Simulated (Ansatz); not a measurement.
# C2H8NSi2 (SMILES C=[C]N([SiH3])[SiH3]) (doublet): what the fields show

Input

```
crystal:
  periodic: [false, false, false]
  atoms:
    - { symbol: C, position_ang: [-2.0869, 1.0817, 0.1424] }
    - { symbol: C, position_ang: [-0.7792, 1.2142, 0.3582] }
    - { symbol: "N", position_ang: [0.1915, 0.19, 0.0958] }
    - { symbol: Si, position_ang: [1.9054, 0.5579, 0.4519] }
    - { symbol: Si, position_ang: [-0.1938, -1.4391, -0.5664] }
    - { symbol: H, position_ang: [-2.5184, 0.1737, -0.2542] }
    - { symbol: H, position_ang: [-2.7453, 1.9085, 0.3702] }
    - { symbol: H, position_ang: [2.0246, 1.9248, 0.9817] }
    - { symbol: H, position_ang: [2.4132, -0.3971, 1.4481] }
    - { symbol: H, position_ang: [2.6962, 0.4427, -0.7824] }
    - { symbol: H, position_ang: [1.0364, -2.2332, -0.7093] }
    - { symbol: H, position_ang: [-1.1134, -2.1321, 0.3478] }
    - { symbol: H, position_ang: [-0.8302, -1.292, -1.8836] }
basis:
  gaussian:
    orbitals: def2-TZVP
magnetization:
  spin_polarized: true
  initial_magnetization: 1.0
correlation:
  method: rpa
output:
  orbitals: {}
```

Run with:

```sh
python run_energy.py
```

⟨S²⟩ = 0.94, above the pure value of 0.75; the fields and orbitals are those of the mean-field reference, not of the correlated method.

The calculation used RPA, Gaussian basis, functional hf in Ansatz 0.2.0.

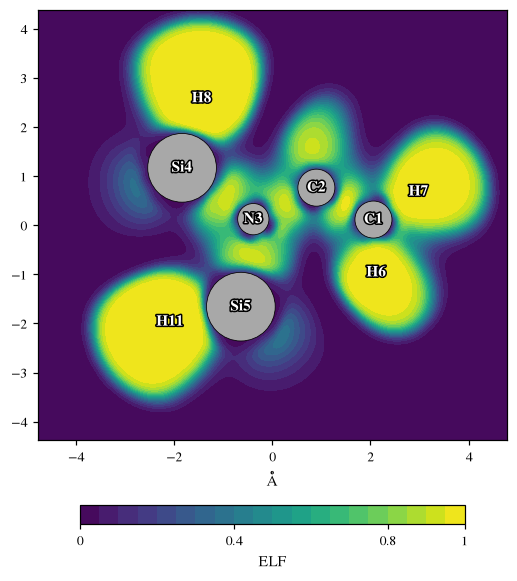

Figure 1. Electron localisation function on the plane of atoms C2, C1 and H6. Grey discs cover the atomic cores.

### What does the map show?

- The section cuts through C, N, Si and H sites.
- C–C (1.33 Å): the ELF peaks at about 0.95 between the atoms: a multiple bond.
- C–N (1.44 Å): the ELF peaks at about 0.90 between the atoms; a covalent bond.
- Si–N (1.79 Å): the ELF peaks at about 0.95 between the atoms: a shared but strongly polarised pair.
- C–H (1.08 Å): the ELF climbs to about 1 towards the hydrogen, as it does in any bond to H: an ordinary covalent bond to hydrogen.
- Si–H (1.47 Å): the ELF climbs to about 1 towards the hydrogen.
- The ELF also peaks beside C2, away from the bonds: non-bonding electrons, paired or unpaired.

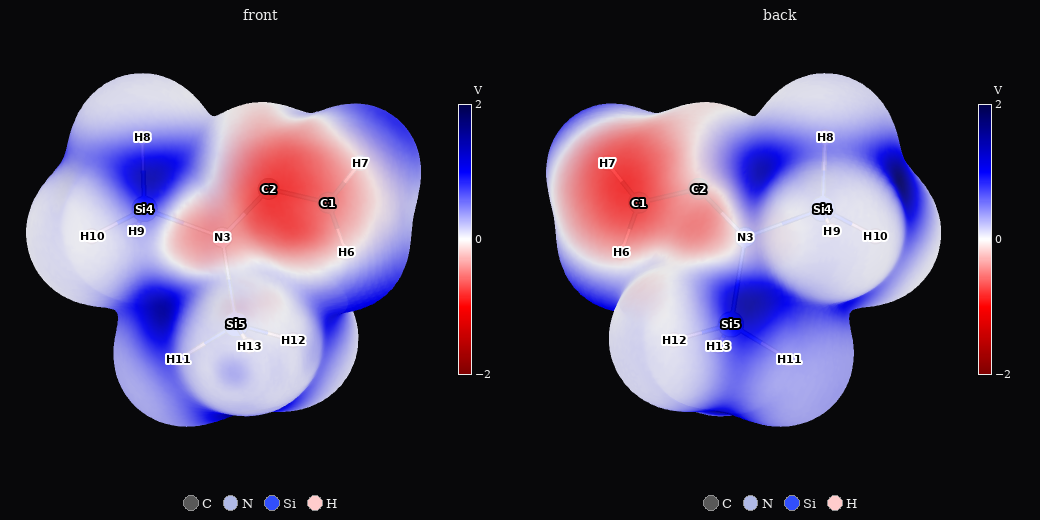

Figure 2. The electrostatic potential painted on the density surface at 0.002 e/bohr³, seen from the front and from behind; the colour scale runs from red (negative) to blue (positive).

### Where is the surface potential most negative and most positive?

The most negative region (about −0.8 V, or −18 kcal/mol for a unit charge) lies over the π face of C1 and C2, the most positive (about +1.8 V, or +42 kcal/mol for a unit charge) over Si4 and Si5.

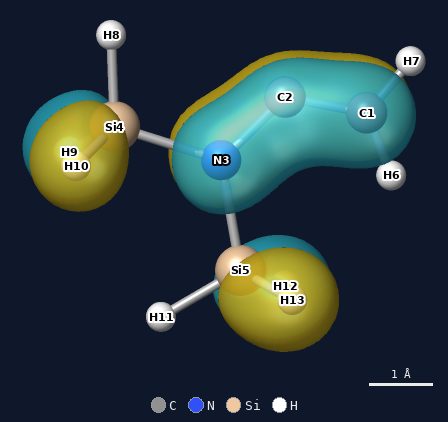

Figure 3. The HOMO−1 (β) at ±0.1 Å⁻³ᐟ² (yellow and cyan are the two phases), seen across its widest extent.

### Describe this orbital and give its energy.

By Hirshfeld shares it lies mainly on N3 (about 20 %), C2 (about 15 %), C1 (about 15 %), Si5 (about 10 %), Si4 (about 10 %), H12 (about 5 %) and H13 (about 5 %). Its energy is −12.09 eV.
